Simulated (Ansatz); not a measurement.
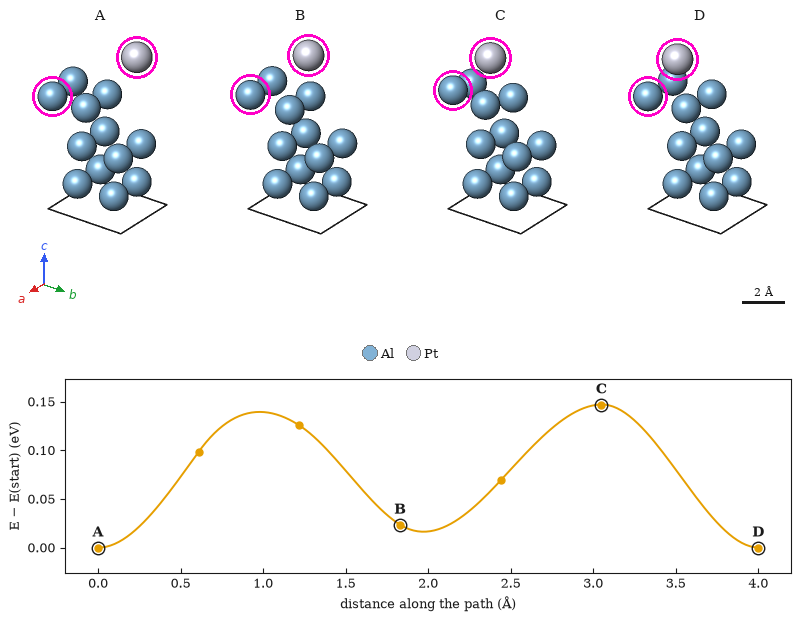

A search for the minimum-energy path of Pt on Al(111) (13 atoms in the cell) by the nudged elastic band. Images are numbered from 0 (start) to 6 (end). Frames A to D are images 0, 3, 5, 6. A spheres-only model of the simulation cell, with the vacuum cut short (origin moved), seen slightly off an axis. The atoms that move most are ringed.

These are results of DFT PBEsol, scalar-relativistic, plane waves, PAW (Ansatz 0.2.0), not measurements. Run with plane-wave cutoff 420 eV; k-point mesh 3 × 3 × 1; Fermi-Dirac smearing 0.05 eV; 4 atoms held fixed; 5 movable images; climbing image; force threshold 0.03 eV/Å; iteration limit 41; spring constant 10.0 eV/Å²; starting path by straight interpolation.

What happens along the path, and what is the barrier?

Answer. The path has more than one stage, and so few images may leave a stage unresolved. The Pt atom travels furthest, 2.86 Å from end to end, on a path that bends up to 0.76 Å away from the straight line. At the highest image its nearest neighbour (Al) is 2.31 Å away, against 2.36 Å at the start, and the surrounding atoms stand up to 0.34 Å off the mean of their end positions. The barrier is about 0.147 eV in both directions, with image 5 at the top; the ends have the same energy. The profile has 2 maxima (images 2, 5) with a dip at image 3 (+0.023 eV), so the process runs in steps. The band converged in 10 iterations. The largest component of the band force went from 16 to 0.029 eV/Å. The climbing image converged on the top of the path. A check of its curvatures found one unstable direction (−0.47 eV/Å²), as a transition state must have.

Limits of the set-up: the periodic images lie only 5.7 Å apart, so the values are limited by the cell's size.

The run took 14 min on 1 thread of Arm Neoverse V1, on a shared host, peak memory 0.85 GiB.
